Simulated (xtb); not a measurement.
InH₃SO₂: geometry relaxation (part 1 of 2)

InH₃SO₂, SMILES [OH][In]([OH])[SH], computed with GFN1-xTB, GBSA solvent thf (xtb 6.7.1 later snapshot).

The starting geometry was optimised with GFN1-xTB.

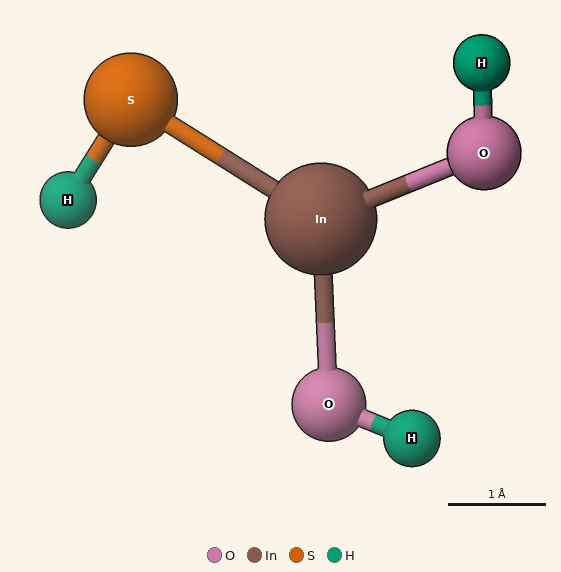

Figure 1. The structure as given in the input (ball-and-stick view, seen at a tilt). Sticks mark near contacts. Bond lengths as drawn: H–O 0.96 Å, H–S 1.32 Å, In–O 1.98 to 1.99 Å and In–S 2.37 Å.

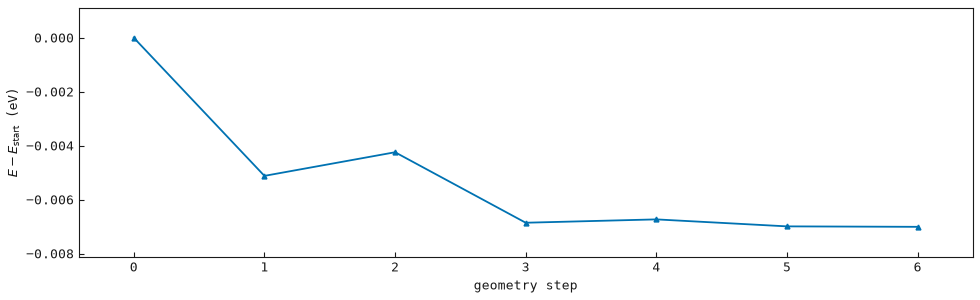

Figure 2. Progress of the relaxation, step by step (steps are counted from 0).

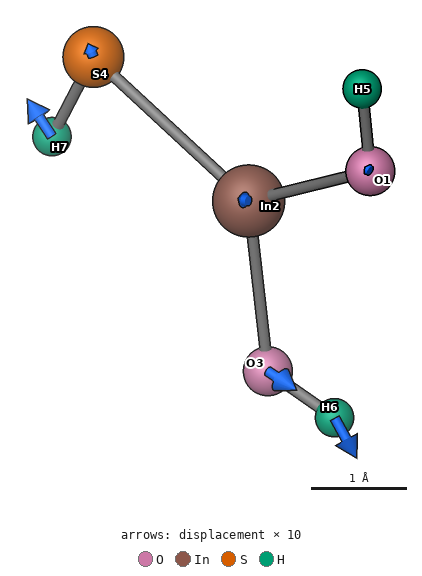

Figure 3. The starting structure with the displacements as blue arrows, magnified 10 times (ball-and-stick view, seen at a tilt). The two geometries are laid on each other by the best rigid fit. The largest move after the best rigid fit is that of H6, 0.050 Å. Largest moves by element: H 0.050 Å, O 0.043 Å, In 0.016 Å, S 0.016 Å. Among the contacts that change: In2–O3 1.980 → 1.994 Å, O1–In2 1.992 → 2.001 Å, S4–H7 1.324 → 1.319 Å. Among the angles that change: In2–O3–H6 110.2° → 113.8°, O3–In2–S4 120.5° → 122.6°. After 6 geometry steps the energy has fallen by 0.007 eV. (Atoms are counted from 1 in the order of the input.)

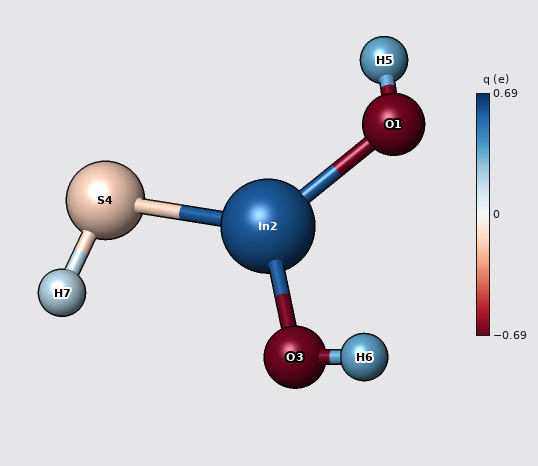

Figure 4. Mulliken charges, as the colour of each atom (ball-and-stick view, seen at a tilt; atoms are numbered from 1 in the order of the input). By element: O −0.66, In +0.58, S −0.16 and H +0.19 to +0.36 e.

These pictures come from the run below.

Input (mol.xyz):
```
7
start
O     -0.04359     1.84200    -0.89999
In     0.02988     0.06991     0.00750
O     -1.10758    -1.29037    -0.87378
S      1.29614    -0.48542     1.93509
H      0.50335     2.51246    -0.48376
H     -1.55233    -0.90850    -1.63624
H      0.87412    -1.74006     1.95117
```

File input.inp:
```
$gbsa
   gbsagrid=extreme
$end
```

Command:
```bash
xtb mol.xyz -o --gbsa thf --gfn 1 -I input.inp | tee xtb.out
```

The program's output:
```
* xtb version 6.7.1
   ID    Z sym.   atoms
    1    8 O      1, 3
    2   49 In     2
    3   16 S      4
    4    1 H      5-7

           -------------------------------------------------
          |                Calculation Setup                |
           -------------------------------------------------

          program call               : xtb mol.xyz -o --gbsa thf --gfn 1 -I input.inp
          coordinate file            : mol.xyz
          omp threads                :                     1

           -------------------------------------------------
          |                 G F N 1 - x T B                 |
           -------------------------------------------------

      * Hamiltonian:
        H0-scaling (s, p, d)           1.850000    2.250000    2.000000
        zeta-weighting                 0.000000
      * Dispersion:
        s8                             2.400000
        a1                             0.630000
        a2                             5.000000
        s9                             0.000000
      * Repulsion:
        kExp                           1.500000
        rExp                           1.000000
      * Coulomb:
        alpha                          2.000000
        third order                    atomic
        anisotropic                    false
      * Halogen bond correction:
        rad-scale                      1.300000
        damping                        0.440000

      * Solvation model:               GBSA
        Solvent                        thf
        Parameter file                 internal GFN1-xTB/GBSA
        Dielectric constant                1.0000E+01
        Reference state                gsolv [1 M gas/solution]
        Free energy shift                  2.8487E-03 Eh       1.7876E+00 kcal/mol
        Temperature                        2.9815E+02 K
        Density                            8.8300E-01 kg/L
        Solvent mass                       7.2106E+01 g/mol
        Interaction kernel             Still
        Born radius scaling (c1)           1.6158E+00
        Born radii integrator          GBOBC
        Born offset                        0.0000E+00 a0       0.0000E+00 AA
        H-bond correction              true
        Ion screening                  false
        Surface tension                    1.0000E-05 Eh       1.5569E+01 dyn/cm
        Grid points                              5810 per atom

          ...................................................
          :                      SETUP                      :
          :.................................................:
          :  # basis functions                  34          :
          :  # atomic orbitals                  32          :
          :  # shells                           16          :
          :  # electrons                        24          :
          :  # halogen bonds                     0          :
          :  max. iterations                   250          :
          :  Hamiltonian                  GFN1-xTB          :
          :  restarted?                      false          :
          :  GBSA solvation                   true          :
          :  PC potential                    false          :
          :  electronic temp.          300.0000000     K    :
          :  accuracy                    1.0000000          :
          :  -> integral cutoff          0.2500000E+02      :
          :  -> integral neglect         0.1000000E-07      :
          :  -> SCF convergence          0.1000000E-05 Eh   :
          :  -> wf. convergence          0.2000000E-04 e    :
          :  Broyden damping             0.4000000          :
          :  net charge                          0          :
          :  unpaired electrons                  0          :
          ...................................................

 iter      E             dE          RMSdq      gap      omega  full diag
   1    -16.2827623 -0.162828E+02  0.504E+00    3.34       0.0  T
   2    -16.3328316 -0.500692E-01  0.280E+00    4.66       1.0  T
   3    -16.3382777 -0.544613E-02  0.154E+00    4.08       1.0  T
   4    -16.3396763 -0.139862E-02  0.971E-02    4.23       1.0  T
   5    -16.3396994 -0.230642E-04  0.337E-02    4.24       1.1  T
   6    -16.3397007 -0.134210E-05  0.533E-03    4.24       7.1  T
   7    -16.3397009 -0.150629E-06  0.989E-04    4.24      38.2  T
   8    -16.3397009 -0.269267E-08  0.785E-05    4.24     481.3  T
   9    -16.3397009 -0.108429E-10  0.437E-05    4.24     864.8  T

   *** convergence criteria satisfied after 9 iterations ***

         #    Occupation            Energy/Eh            Energy/eV
      -------------------------------------------------------------
         1        2.0000           -0.8625641             -23.4716
       ...           ...                  ...                  ...
         6        2.0000           -0.5289429             -14.3933
         7        2.0000           -0.5160366             -14.0421
         8        2.0000           -0.4751182             -12.9286
         9        2.0000           -0.4697449             -12.7824
        10        2.0000           -0.4596037             -12.5065
        11        2.0000           -0.4487654             -12.2115
        12        2.0000           -0.4214632             -11.4686 (HOMO)
        13                         -0.2655111              -7.2249 (LUMO)
        14                         -0.1524216              -4.1476
        15                         -0.1314985              -3.5783
        16                         -0.1313199              -3.5734
        17                         -0.1241887              -3.3793
       ...                                ...                  ...
        32                          0.6808771              18.5276
      -------------------------------------------------------------
                  HL-Gap            0.1559521 Eh            4.2437 eV
             Fermi-level           -0.3434871 Eh           -9.3468 eV

 SCC (total)                   0 d,  0 h,  0 min,  0.005 sec
 SCC setup                      ...        0 min,  0.001 sec ( 14.441%)
 Dispersion                     ...        0 min,  0.000 sec (  0.319%)
 classical contributions        ...        0 min,  0.000 sec (  0.115%)
 integral evaluation            ...        0 min,  0.001 sec ( 20.931%)
 iterations                     ...        0 min,  0.001 sec ( 30.602%)
 molecular gradient             ...        0 min,  0.002 sec ( 32.010%)
 printout                       ...        0 min,  0.000 sec (  1.358%)

         :::::::::::::::::::::::::::::::::::::::::::::::::::::
         ::                     SUMMARY                     ::
         :::::::::::::::::::::::::::::::::::::::::::::::::::::
         :: total energy             -16.276568828326 Eh    ::
         :: w/o Gsasa/hb/shift       -16.265202968653 Eh    ::
         :: gradient norm              0.008818187013 Eh/a0 ::
         :: HOMO-LUMO gap              4.243671454878 eV    ::
         ::.................................................::
         :: SCC energy               -16.339700858915 Eh    ::
         :: -> electrostatic           0.127287727687 Eh    ::
         :: -> Gsolv                  -0.023487103705 Eh    ::
         ::    -> Gelec               -0.012121244031 Eh    ::
         ::    -> Gsasa               -0.007180962005 Eh    ::
         ::    -> Ghb                 -0.007033606578 Eh    ::
         ::    -> Gshift               0.002848708909 Eh    ::
         :: repulsion energy           0.064982689688 Eh    ::
         :: dispersion energy         -0.001850659099 Eh    ::
         :: halogen bond corr.         0.000000000000 Eh    ::
         :: add. restraining           0.000000000000 Eh    ::
         :: total charge              -0.000000000000 e     ::
         :::::::::::::::::::::::::::::::::::::::::::::::::::::

      -----------------------------------------------------------
     |                   =====================                   |
     |                        A N C O P T                        |
     |                   =====================                   |
     |               Approximate Normal Coordinate               |
     |                Rational Function Optimizer                |
      -----------------------------------------------------------

          ...................................................
          :                      SETUP                      :
          :.................................................:
          :   optimization level            normal          :
          :   max. optcycles                   200          :
          :   ANC micro-cycles                  20          :
          :   degrees of freedom                15          :
          :.................................................:
          :   RF solver                   davidson          :
          :   write xtbopt.log                true          :
          :   linear?                        false          :
          :   energy convergence         0.5000000E-05 Eh   :
          :   grad. convergence          0.1000000E-02 Eh/α :
          :   maximum RF displ.          1.0000000          :
          :   Hlow (freq-cutoff)         0.1000000E-01      :
          :   Hmax (freq-cutoff)         5.0000000          :
          :   S6 in model hess.         20.0000000          :
          ...................................................

generating ANC from exact Hessian ...
Using Lindh-Hessian (1995)
 Shifting diagonal of input Hessian by    1.0236549189138952E-002
 Lowest  eigenvalues of input Hessian
    0.010000    0.000000    0.000000    0.000000    0.000000    0.000000
    0.000000    0.010997    0.011118    0.012829    0.013141    0.014417
    0.015192    0.042126    0.059821    0.088473    0.356530    0.476176
 Highest eigenvalues
    0.088473    0.356530    0.476176    0.857412    1.268178    1.279004

........................................................................
.............................. CYCLE    1 ..............................
........................................................................

 iter      E             dE          RMSdq      gap      omega  full diag
   1    -16.3397009 -0.163397E+02  0.732E-06    4.24       0.0  T
   2    -16.3397009 -0.326850E-12  0.237E-06    4.24   15967.3  T
   3    -16.3397009 -0.355271E-13  0.110E-06    4.24   34459.0  T
     SCC iter.                  ...        0 min,  0.001 sec
     gradient                   ...        0 min,  0.002 sec
 * total energy  :   -16.2765688 Eh     change       -0.5837109E-11 Eh
   gradient norm :     0.0088183 Eh/α   predicted     0.0000000E+00 (-100.00%)
   displ. norm   :     0.0858457 α      lambda       -0.3569670E-03
   maximum displ.:     0.0462890 α      in ANC's #4, #8, #2, ...

........................................................................
.............................. CYCLE    2 ..............................
........................................................................

 iter      E             dE          RMSdq      gap      omega  full diag
   1    -16.3407963 -0.163408E+02  0.736E-02    4.25       0.0  T
   2    -16.3408409 -0.446418E-04  0.327E-02    4.30       1.2  T
   3    -16.3408459 -0.494036E-05  0.922E-03    4.29       4.1  T
   4    -16.3408459 -0.474249E-07  0.183E-03    4.29      20.6  T
   5    -16.3408459 -0.938954E-09  0.547E-04    4.29      69.1  T
   6    -16.3408459 -0.237364E-09  0.877E-05    4.29     431.0  T
   7    -16.3408459 -0.366285E-11  0.255E-05    4.29    1481.8  T
     SCC iter.                  ...        0 min,  0.001 sec
     gradient                   ...        0 min,  0.002 sec
 * total energy  :   -16.2767570 Eh     change       -0.1881655E-03 Eh
   gradient norm :     0.0049335 Eh/α   predicted    -0.1798004E-03 (  -4.45%)
   displ. norm   :     0.1136708 α      lambda       -0.2625686E-03
   maximum displ.:     0.0844899 α      in ANC's #8, #2, #4, ...

........................................................................
.............................. CYCLE    3 ..............................
........................................................................

 iter      E             dE          RMSdq      gap      omega  full diag
   1    -16.3395639 -0.163396E+02  0.530E-02    4.12       0.0  T
   2    -16.3395665 -0.260458E-05  0.279E-02    4.12       1.4  T
   3    -16.3395665 -0.530450E-08  0.943E-03    4.12       4.0  T
   4    -16.3395665 -0.136316E-07  0.802E-04    4.12      47.1  T
   5    -16.3395665 -0.413623E-08  0.289E-04    4.12     130.8  T
   6    -16.3395665 -0.173490E-09  0.398E-05    4.12     949.7  T
   7    -16.3395665 -0.375877E-11  0.384E-06    4.12    9834.2  T
     SCC iter.                  ...        0 min,  0.001 sec
     gradient                   ...        0 min,  0.002 sec
 * total energy  :   -16.2767248 Eh     change        0.3222131E-04 Eh
   gradient norm :     0.0055600 Eh/α   predicted    -0.1329815E-03 (-512.71%)
   displ. norm   :     0.0550247 α      lambda       -0.1879170E-03
   maximum displ.:     0.0426483 α      in ANC's #8, #7, #9, ...

........................................................................
.............................. CYCLE    4 ..............................
........................................................................

 iter      E             dE          RMSdq      gap      omega  full diag
   1    -16.3404424 -0.163404E+02  0.301E-02    4.21       0.0  T
   2    -16.3404435 -0.107247E-05  0.149E-02    4.20       2.5  T
   3    -16.3404435 -0.310790E-08  0.635E-03    4.20       6.0  T
   4    -16.3404435 -0.146804E-07  0.530E-04    4.20      71.4  T
   5    -16.3404435 -0.240387E-08  0.187E-04    4.20     202.2  T
   6    -16.3404435 -0.622471E-10  0.375E-05    4.20    1008.1  T
     SCC iter.                  ...        0 min,  0.001 sec
     gradient                   ...        0 min,  0.002 sec
 * total energy  :   -16.2768208 Eh     change       -0.9602598E-04 Eh
   gradient norm :     0.0006698 Eh/α   predicted    -0.9424175E-04 (  -1.86%)
   displ. norm   :     0.0394469 α      lambda       -0.1028485E-04
   maximum displ.:     0.0299840 α      in ANC's #4, #7, #2, ...
```
